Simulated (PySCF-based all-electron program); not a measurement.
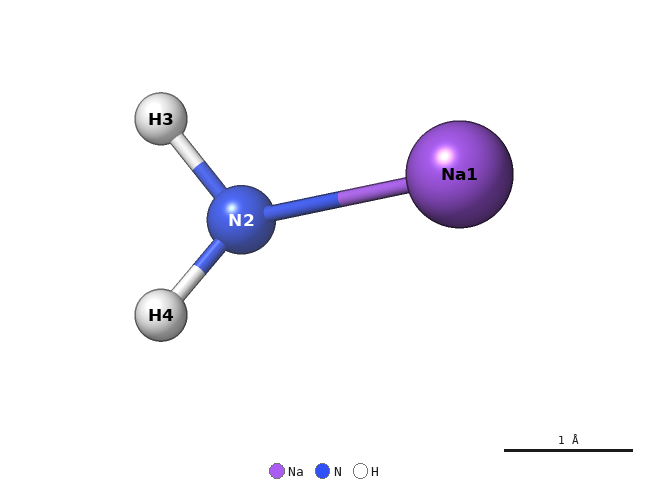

Figure made from data computed with PySCF-based all-electron program.

Geometry: a fixed input geometry, not necessarily a minimum.

What is the geometry at N2?

N2 has 3 neighbours (Na1 at 2.13, H3 at 1.03, H4 at 1.03 Å); the arrangement is trigonal pyramidal.
